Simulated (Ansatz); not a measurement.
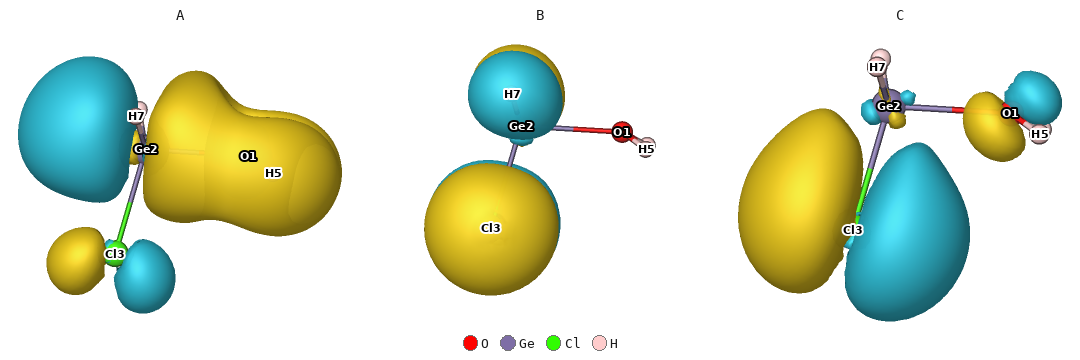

Figure 1: ClGeH₄O (charge +1). Three frontier orbitals at ±0.08 Å⁻³ᐟ² (yellow and cyan are the two phases), in no order.

Geometry: PBE0-D4/def2-TZVP.

Level of theory: RKS PBE0-D4/def2-TZVPP in Ansatz 0.2.0.

```xyz
7

O    -0.8830    0.3024   -0.6365
Ge    0.7389    0.0642    0.4835
Cl    0.7701   -1.9929    0.8229
H    -1.7665    0.1954   -0.2523
H    -0.8964   -0.0063   -1.5553
H     0.2808    0.8896    1.6733
H     1.7560    0.5475   -0.5356
```

Which picture is the HOMO−1, the HOMO and the LUMO?

Answer. C is the HOMO−1 (−14.59 eV). Its weight (Hirshfeld) is mainly on Cl3 (about 85 %) and Ge2 (about 10 %); largely a lone pair of Cl3. B is the HOMO (−14.18 eV). Its weight (Hirshfeld) is mainly on Cl3 (about 80 %) and Ge2 (about 10 %); largely a lone pair of Cl3. A is the LUMO (−6.49 eV). Its weight (Hirshfeld) is mainly on Ge2 (about 50 %), O1 (about 15 %), H4 (about 10 %), H5 (about 10 %) and Cl3 (about 10 %).

What is the HOMO–LUMO gap?

Answer. 7.69 eV between the orbital energies.
